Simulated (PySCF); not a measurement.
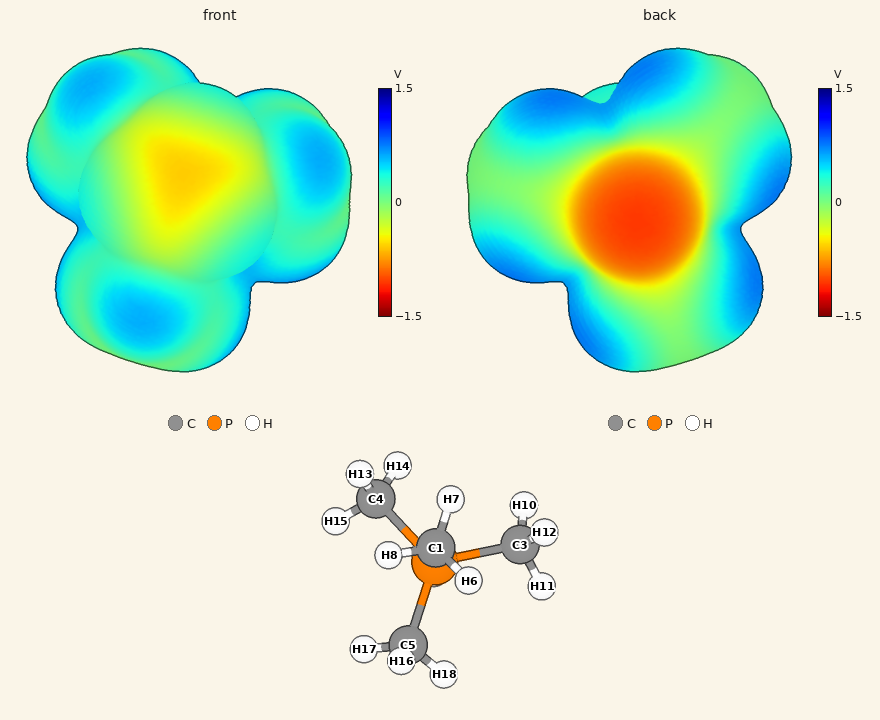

Figure. C$_{4}$H$_{13}$P. The electrostatic potential painted on the density surface at 0.002 e/bohr³, seen from the front and from behind; red is negative and blue positive. The bare structure is drawn below in the same view.

Geometry: GFN2-xTB.

All numbers below come from PBE0/pcSseg-1, SCF density, gas phase, non-relativistic in PySCF.

```yaml
atoms:
  - { symbol: C, position_ang: [-0.1087, -0.3291, 1.5868] }
  - { symbol: P, position_ang: [0.0193, 0.0606, -0.2923] }
  - { symbol: C, position_ang: [-1.2618, -1.1753, -0.7547] }
  - { symbol: C, position_ang: [1.7984, -0.3958, -0.3844] }
  - { symbol: C, position_ang: [-0.4554, 1.8243, -0.0777] }
  - { symbol: H, position_ang: [-1.1179, -0.1412, 1.9568] }
  - { symbol: H, position_ang: [0.1332, -1.3743, 1.7860] }
  - { symbol: H, position_ang: [0.5807, 0.2908, 2.1622] }
  - { symbol: H, position_ang: [0.1207, 0.3669, -1.7706] }
  - { symbol: H, position_ang: [-0.7955, -1.8674, -1.4558] }
  - { symbol: H, position_ang: [-2.0439, -0.6357, -1.2888] }
  - { symbol: H, position_ang: [-1.6862, -1.7195, 0.0856] }
  - { symbol: H, position_ang: [2.2282, -0.7246, 0.5586] }
  - { symbol: H, position_ang: [1.8848, -1.1825, -1.1338] }
  - { symbol: H, position_ang: [2.3303, 0.4796, -0.7571] }
  - { symbol: H, position_ang: [-0.6545, 2.1150, 0.9509] }
  - { symbol: H, position_ang: [0.3578, 2.4226, -0.4885] }
  - { symbol: H, position_ang: [-1.3380, 1.9918, -0.6949] }
```

> Which sites attract a positive test charge, and which a negative one?

A positive charge is drawn to the negative regions and a negative charge to the positive ones. The most negative region (about −1.0 V) lies over H9, the most positive (about +0.7 V) over the H atoms.

> How polar is the molecule by this calculation?

Its dipole moment is 0.18 D.
